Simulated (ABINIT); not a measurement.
**A GW chain in ABINIT: WS2 (Tungstenite)**

How does a plane-wave GW calculation on WS2 (Tungstenite) run from the first input to the gap?

Calculated with ABINIT 10.8.3; LDA and many-body steps on it, plane waves.

## Step 1: Starting point

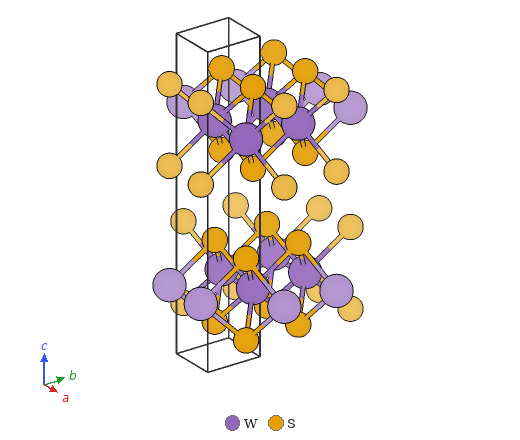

The cell as given, slightly off an axis (tungsten purple, sulfur orange). 2×2×1 cells are drawn. Some periodic images of atoms are drawn too.

The cell and positions come from the Crystallography Open Database and are kept as given unless a step says otherwise. Spin-orbit coupling is left out unless a step names it.

## Step 2: Ground state

This step: ABINIT 10.8.3; DFT, LDA, plane waves, norm-conserving pseudopotentials.

The ground-state density comes first.

run.abi reads:

```
acell 3*1.0 Angstrom
rprim 
  3.153199999992 0.000000000002 0.000000000000
  -1.576599999998 2.730751303206 0.000000000000
  0.000000000000 0.000000000000 12.323000000000
ntypat 2
znucl 74 16
natom 6
typat 1 1 2 2 2 2
xred 
  0.333333333333 0.666666666667 0.250000000000
  0.666666666667 0.333333333333 0.750000000000
  0.333333333333 0.666666666667 0.622500000000
  0.666666666667 0.333333333333 0.122500000000
  0.333333333333 0.666666666667 0.877500000000
  0.666666666667 0.333333333333 0.377500000000
pp_dirpath "pseudos"
pseudos "W.upf, S.upf"
ecut 29
ngkpt 6 6 2
nshiftk 1
shiftk 0 0 0
kptopt 1
chksymbreak 0
nband 33
occopt 1
tolvrs 1e-10
nstep 60
prtwf 0
indata_prefix "in"
outdata_prefix "out"
tmpdata_prefix "tmp"
```

Started as:

```console
$ OMP_NUM_THREADS=1 mpirun -n 4 abinit run.abi > log
```

Numbers of over 12 decimals in the logs are rounded to 6 here.

What it wrote:

```text
.Version 10.8.3 of ABINIT. v10.8.2 released Aug 2026.

 Symmetries : space group P6_3/m m c (#194); Bravais hP (primitive hexag.)
================================================================================
 Values of the parameters that define the memory need of the present run
     intxc =       0    ionmov =       0      iscf =       7    lmnmax =       8
     lnmax =       8     mgfft =     120  mpssoang =       4    mqgrid =    5646
     natom =       6  nloc_mem =       1    nspden =       1   nspinor =       1
    nsppol =       1      nsym =      24    n1xccc =    2501    ntypat =       2
    occopt =       1   xclevel =       1
-    mband =          33        mffmem =           1         mkmem =           4
       mpw =        5373          nfft =      108000          nkpt =          14
================================================================================
  Rough estimation (10% accuracy) of disk space for files :
================================================================================

--------------------------------------------------------------------------------
------------- Echo of variables that govern the present computation ------------
--------------------------------------------------------------------------------
 -outvars: echo values of preprocessed input variables --------
            acell      1.8897261259E+00  1.8897261259E+00  1.8897261259E+00 Bohr

      chksymbreak           0
             ecut      2.90000000E+01 Hartree
-          fftalg         312

              ixc       -1012
              kpt      0.00000000E+00  0.00000000E+00  0.00000000E+00
                       1.66666667E-01  0.00000000E+00  0.00000000E+00
                       3.33333333E-01  0.00000000E+00  0.00000000E+00
                       5.00000000E-01  0.00000000E+00  0.00000000E+00
                       1.66666667E-01  1.66666667E-01  0.00000000E+00
                       3.33333333E-01  1.66666667E-01  0.00000000E+00
                       3.33333333E-01  3.33333333E-01  0.00000000E+00
                       0.00000000E+00  0.00000000E+00  5.00000000E-01
                       1.66666667E-01  0.00000000E+00  5.00000000E-01
                       3.33333333E-01  0.00000000E+00  5.00000000E-01
                       5.00000000E-01  0.00000000E+00  5.00000000E-01
[...]
kptrlatt        6    0    0      0    6    0      0    0    2
          kptrlen      3.57521065E+01
P           mkmem           4
            natom           6
            nband          33
            ngfft          30      30     120
             nkpt          14
            nstep          60
             nsym          24
           ntypat           2
              occ      2.000000  2.000000  2.000000  2.000000  2.000000  2.000000
                       2.000000  2.000000  2.000000  2.000000  2.000000  2.000000
                       2.000000  2.000000  2.000000  2.000000  2.000000  2.000000
                       2.000000  2.000000  2.000000  2.000000  2.000000  2.000000
                       2.000000  2.000000  0.000000  0.000000  0.000000  0.000000
[...]
prtwf           0
            rprim      3.1532000000E+00  2.0000000000E-12  0.0000000000E+00
[...]
spgroup         194

           tolvrs      1.00000000E-10

             xred      3.3333333333E-01  6.6666666667E-01  2.5000000000E-01
[...]
znucl       74.00000   16.00000

================================================================================

 chkinp: Checking input parameters for consistency.

================================================================================
== DATASET  1 ==================================================================
-   mpi_nproc: 4, omp_nthreads: 1 (-1 if OMP is not activated)

--- !DatasetInfo
iteration_state: {dtset: 1, }
dimensions: {natom: 6, nkpt: 14, mband: 33, nsppol: 1, nspinor: 1, nspden: 1, mpw: 5373, }
cutoff_energies: {ecut:  29.0, pawecutdg:  -1.0, }
electrons: {nelect:   5.20000000E+01, charge:   0.00000000E+00, occopt:   1.00000000E+00, tsmear:   1.00000000E-02, }

 Real(R)+Recip(G) space primitive vectors, cartesian coordinates (Bohr,Bohr^-1):
 R(1)=  5.9586844  0.0000000  0.0000000  G(1)=  0.1678223  0.0968922  0.0000000
 R(2)= -2.9793422  5.1603721  0.0000000  G(2)=  0.0000000  0.1937845  0.0000000
 R(3)=  0.0000000  0.0000000 23.2870950  G(3)=  0.0000000  0.0000000  0.0429422
 Unit cell volume ucvol=  7.1605555E+02 bohr^3
 Angles (23,13,12)=  9.00000000E+01  9.00000000E+01  1.20000000E+02 degrees

 getcut: wavevector=  0.0000  0.0000  0.0000  ngfft=  30  30 120
         ecut(hartree)=     29.000   => boxcut(ratio)=   2.07840

--- Pseudopotential description ------------------------------------------------
- W Generated using ONCVPSP code by D. R. Hamann
- 74.00000  14.00000  180309                  znucl, zion, pspdat
12 -1012 3 -1 1380                            pspcod,pspxc,lmax,lloc,mmax
     nproj     2     2     2     2
  pspatm : epsatm=   11.27607432
         --- l  ekb(1:nproj) -->
[...]
pspatm: atomic psp has been read  and splines computed

- S Generated using ONCVPSP code by D. R. Hamann
- 16.00000   6.00000  180309                  znucl, zion, pspdat
[...]
ETOT  7  -196.28504494254    -1.022E-07 9.011E-04 1.242E-05
 ETOT  8  -196.28504494455    -2.010E-09 7.640E-04 1.030E-07
 ETOT  9  -196.28504494460    -5.096E-11 3.944E-04 4.821E-08
 ETOT 10  -196.28504494461    -7.702E-12 2.762E-04 1.513E-09
 ETOT 11  -196.28504494461    -3.695E-13 1.349E-04 4.111E-11

 At SCF step   11       vres2   =  4.11E-11 < tolvrs=  1.00E-10 =>converged.

 Cartesian components of stress tensor (hartree/bohr^3)
  sigma(1 1)=  1.49111571E-04  sigma(3 2)=  0.00000000E+00
  sigma(2 2)=  1.49111571E-04  sigma(3 1)=  0.00000000E+00
  sigma(3 3)=  1.52995643E-04  sigma(2 1)=  0.00000000E+00

--- !ResultsGS
iteration_state: {dtset: 1, }
comment   : Summary of ground state results
lattice_vectors:
- [  5.9586844,   0.0000000,   0.0000000, ]
- [ -2.9793422,   5.1603721,   0.0000000, ]
- [  0.0000000,   0.0000000,  23.2870950, ]
lattice_lengths: [   5.95868,    5.95868,   23.28710, ]
lattice_angles: [ 90.000,  90.000, 120.000, ] # degrees, (23, 13, 12)
lattice_volume:   7.1605555E+02
convergence: {deltae: -3.695E-13, res2:  4.111E-11, residm:  1.349E-04, diffor: null, }
etotal    :  -1.96285045E+02
entropy   :   0.00000000E+00
fermie    :   3.42603166E-01
cartesian_stress_tensor: # hartree/bohr^3
- [  1.49111571E-04,   0.00000000E+00,   0.00000000E+00, ]
- [  0.00000000E+00,   1.49111571E-04,   0.00000000E+00, ]
- [  0.00000000E+00,   0.00000000E+00,   1.52995643E-04, ]
pressure_GPa:  -4.4251E+00
xred      :
- [  3.3333E-01,   6.6667E-01,   2.5000E-01,  W]
- [  6.6667E-01,   3.3333E-01,   7.5000E-01,  W]
- [  3.3333E-01,   6.6667E-01,   6.2250E-01,  S]
- [  6.6667E-01,   3.3333E-01,   1.2250E-01,  S]
- [  3.3333E-01,   6.6667E-01,   8.7750E-01,  S]
- [  6.6667E-01,   3.3333E-01,   3.7750E-01,  S]
cartesian_forces: # hartree/bohr
- [ -4.70714436E-30,  -4.34827370E-30,  -2.89120579E-19, ]
- [  3.76571549E-30,   5.43534212E-31,  -2.89120579E-19, ]
- [ -1.88285774E-30,   5.43534212E-31,   7.44270328E-03, ]
- [ -4.70714436E-31,  -2.71767106E-31,   7.44270328E-03, ]
- [  9.41428871E-31,   5.43534212E-31,  -7.44270328E-03, ]
- [  2.35357218E-30,   2.98943817E-30,  -7.44270328E-03, ]
force_length_stats: {min:   2.89120579E-19, max:   7.44270328E-03, mean:   4.96180219E-03, }

 Integrated electronic density in atomic spheres:
 ------------------------------------------------
 Atom  Sphere_radius  Integrated_density
[...]
================================================================================

 ----iterations are completed or convergence reached----

 Mean square residual over all n,k,spin=   93.867E-08; max=  13.489E-05
 reduced coordinates (array xred) for    6 atoms
[...]
0.666666666667      0.333333333333      0.750000000000
       0.333333333333      0.666666666667      0.622500000000
       0.666666666667      0.333333333333      0.122500000000
       0.333333333333      0.666666666667      0.877500000000
       0.666666666667      0.333333333333      0.377500000000
 rms dE/dt=  8.1703E-02; max dE/dt=  1.7332E-01; dE/dt below (all hartree)
    1       0.000000000000      0.000000000000      0.000000000000
    2      -0.000000000000      0.000000000000     -0.000000000000
    3       0.000000000000      0.000000000000     -0.173318938691
    4       0.000000000000      0.000000000000     -0.173318938691
    5       0.000000000000      0.000000000000      0.173318938691
    6      -0.000000000000      0.000000000000      0.173318938691

 cartesian coordinates (angstrom) at end:
    1     -1.33e-12     1.820501     3.080750
    2      1.576600     0.910250     9.242250
    3     -1.33e-12     1.820501     7.671068
    4      1.576600     0.910250     1.509567
[...]
cartesian forces (hartree/bohr) at end:
[...]
frms,max,avg= 3.5085240E-03 7.4427033E-03   0.000E+00  0.000E+00  0.000E+00 h/b

 cartesian forces (eV/Angstrom) at end:
[...]
2      0.000000     0.000000    -0.000000
    3     -0.000000     0.000000     0.382719
    4     -0.000000    -0.000000     0.382719
    5      0.000000     0.000000    -0.382719
    6      0.000000     0.000000    -0.382719
 frms,max,avg= 1.8041556E-01 3.8271919E-01   0.000E+00  0.000E+00  0.000E+00 e/A
 length scales=  1.889726125908  1.889726125908  1.889726125908 bohr
              =  1.000000000000  1.000000000000  1.000000000000 angstroms
 prteigrs : about to open file out_EIG
 Fermi (or HOMO) energy (hartree) =   0.34260   Average Vxc (hartree)=  -0.42264
 Eigenvalues (hartree) for nkpt=  14  k points:
 kpt#   1, nband= 33, wtk=  0.01389, kpt=  0.0000  0.0000  0.0000 (reduced coord)
  -2.39859   -2.39859   -1.08515   -1.08515   -1.07791   -1.07791   -1.07790   -1.07790
  -0.22980   -0.22105   -0.17277   -0.15605    0.06125    0.10127    0.19981    0.21492
   0.21492    0.21542    0.21542    0.26047    0.26047    0.26244    0.26244    0.28890
   0.29574    0.34260    0.42693    0.42706    0.42731    0.42778    0.42943    0.43139
   0.43643
 prteigrs : prtvol=0 or 1, do not print more k-points.

--- !EnergyTerms
iteration_state     : {dtset: 1, }
comment             : Components of total free energy in Hartree
kinetic             :  5.62906969129585E+01
hartree             :  5.12847839726938E+01
xc                  : -4.57024051665024E+01
Ewald energy        : -1.20345391836037E+02
psp_core            :  4.14936737777677E+00
local_psp           : -1.73501124928878E+02
non_local_psp       :  3.15390287233830E+01
total_energy        : -1.96285044944606E+02
total_energy_eV     : -5.34118817229741E+03
band_energy         : -1.82575687530673E+01

 Cartesian components of stress tensor (hartree/bohr^3)
  sigma(1 1)=  1.49111571E-04  sigma(3 2)=  0.00000000E+00
  sigma(2 2)=  1.49111571E-04  sigma(3 1)=  0.00000000E+00
  sigma(3 3)=  1.52995643E-04  sigma(2 1)=  0.00000000E+00

-Cartesian components of stress tensor (GPa)         [Pressure= -4.4251E+00 GPa]
- sigma(1 1)=  4.38701389E+00  sigma(3 2)=  0.00000000E+00
- sigma(2 2)=  4.38701389E+00  sigma(3 1)=  0.00000000E+00
- sigma(3 3)=  4.50128722E+00  sigma(2 1)=  0.00000000E+00

== END DATASET(S) ==============================================================
================================================================================

 -outvars: echo values of variables after computation  --------
           etotal     -1.9628504494E+02
            nband          33
             nkpt          14
          spgroup         194
 [... the other variables as echoed above ...]

 Calculation completed.
```

Run time: 37 s. Hardware: 4 MPI ranks of Arm Neoverse V1, shared host; peak memory 0.36 GiB; 2.4 min of CPU time.

This step gave:

| Property | Result |
| --- | --- |
| total energy | -5341.1882 eV |
| gap | 0.9078 eV |
| k of the valence top | 0, 0, 0 |
| k of the conduction bottom | 0.1667, 0.1667, 0 |
| least direct gap | 1.813 eV |
| pressure | -4.425 GPa |

The gap is indirect, with the least direct gap 0.91 eV higher.

The cutoff was set for levels, not for stress, so the pressure can be off by some GPa.

(Part 1 of 3 ends here.)

[Paths, hosts, dates, memory and timing lines, banners, echoed tables and standing remarks are left out of the program output.]

[Logs are printed without paths, hosts, clocks, repeated set-up lines and the standing remarks that a program may print on its own settings, such as how far it seeks lower states.]

[Runs of the session that timed out or met a known fault of the program may be left out.]

[Hosts, paths, dates, database ids (printed as entryN), source tags and the programs' standing remarks are cut or masked in the printed files.]

[G0W0 gaps are taken among the corrected bands and points alone; a level outside them can change the order at an edge.]

[Where Ansatz stands beside ABINIT at settings called matched, ABINIT's density can come from a denser mesh and the files from another edition; pairs whose starting gaps differed by over 0.03 eV were left out, so agreement reads better than it is.]
